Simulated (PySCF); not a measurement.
C4H8AlFS

```xyz
15

C     1.9957   -0.1522    0.2735
S     0.9589    0.0634   -1.2123
C    -0.3219   -1.1239   -0.9750
C    -1.2239   -0.9710   -0.0031
F    -2.2046   -1.8998    0.0804
C    -1.2712    0.1308    0.9755
Al   -0.5308    1.6972   -0.1131
H     1.9927   -1.1996    0.5544
H     1.6310    0.4780    1.0870
H     2.9976    0.1559   -0.0082
H    -0.3450   -1.9414   -1.6755
H    -0.6397   -0.1154    1.8439
H    -2.2936    0.1822    1.3705
H     0.5745    2.5956    0.5088
H    -1.3241    2.1082   -1.3834
```

Geometry: GFN2-xTB.

Computed with PBE0/pcSseg-1, SCF density, gas phase, non-relativistic (PySCF 2.14.0).

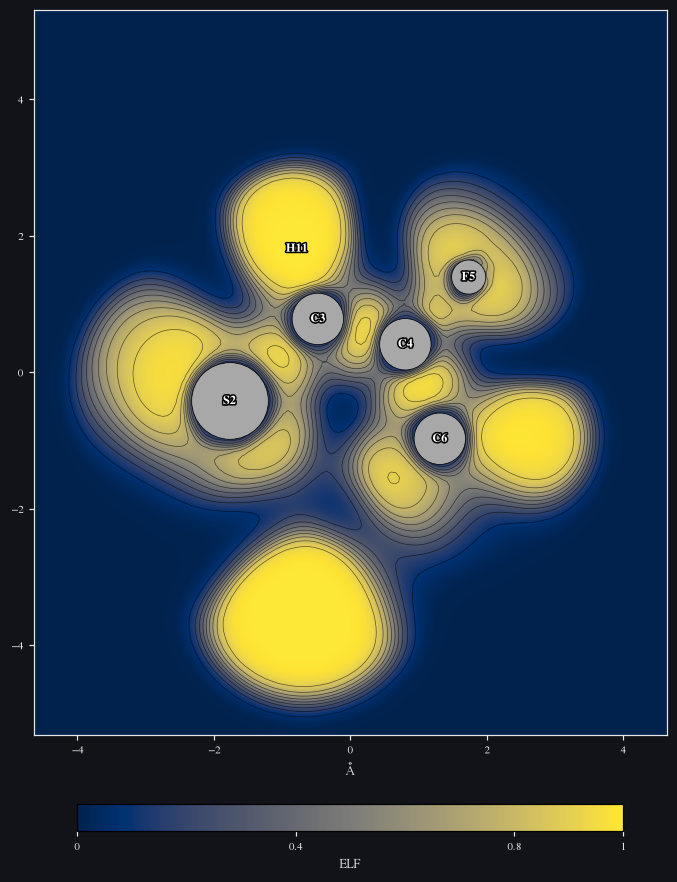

Figure 1. ELF on the plane of atoms C3, C4 and C6. Grey discs cover the atomic cores.

Question: Describe what can be read from this map.

Answer:
- The plane passes through S, C, F and H nuclei.
- C–C (1.33 Å): the ELF peaks at about 0.95 between the atoms; a multiple bond.
- C–F (1.35 Å): the ELF peaks at about 0.85 between the atoms (a shared but strongly polarised pair).
- C–S (1.76 Å): the ELF peaks at about 0.90 between the atoms (a shared electron pair).
- C–H (1.08 Å): the ELF climbs to about 1 towards the hydrogen, as it does in any bond to H; a covalent bond by its length.
- C–C (1.47 Å): the ELF peaks at about 0.95 between the atoms; a covalent bond.
- The ELF also peaks beside S2 and F5, away from the bonds: lone-pair regions.

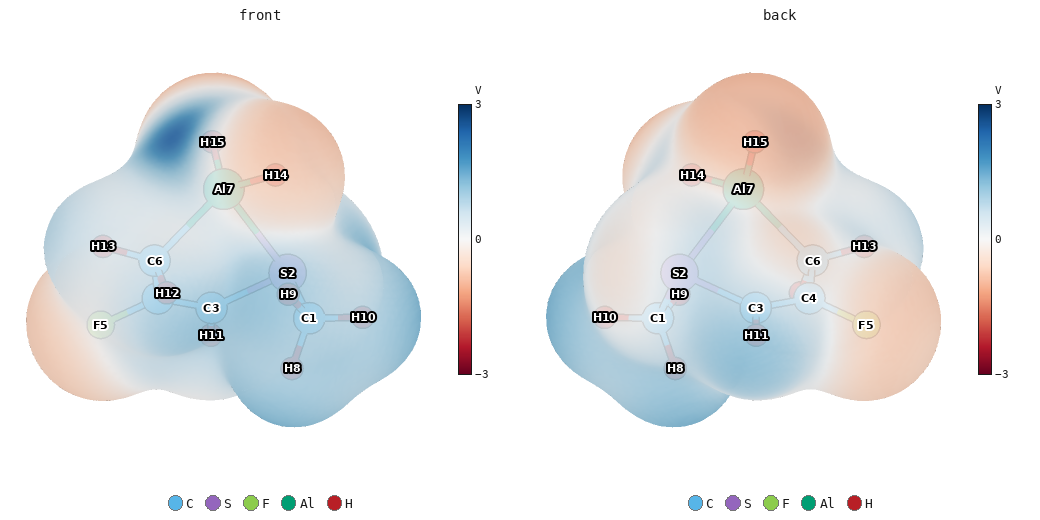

Figure 2. The electrostatic potential painted on the density surface at 0.002 e/bohr³, seen from the front and from behind; the colour scale runs from red (negative) to blue (positive).

Question: Which sites attract a positive test charge, and which a negative one?

Answer: A positive charge is drawn to the negative regions and a negative charge to the positive ones. The most negative region (about −0.9 V) lies over H15, the most positive (about +2.0 V) over Al7.

Question: How polar is the molecule by this calculation?

Answer: Its dipole moment is 2.82 D.
